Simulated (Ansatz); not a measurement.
The starting structures come from a database of crystals and need not be the phases stable at ambient conditions.

 Where the default PAW files enter, the runs use the earlier of Ansatz's two default sets.

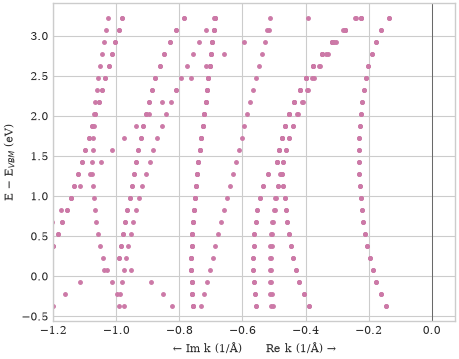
Figure. Complex bands at the centre of the two-dimensional zone; r2SCAN (Ansatz, an electronic-structure program)

The gap is the functional's own. No spin-orbit coupling. Mid-gap values are interpolated on the energy grid.

**Question.** This is Ba₂TaBiO₆ (Fm-3m, not sure to be the ambient phase, 10 atoms a cell, 16.4 Å³ an atom, -4 GPa at this level) along the normal of (001). Read off the slowest decay at the centre of the two-dimensional zone at 1.57 eV, the computed energy nearest the middle of the gap.

**Answer.** κ ≈ 0.23 1/Å, a decay length 1/(2κ) of the density of 2.2 Å.
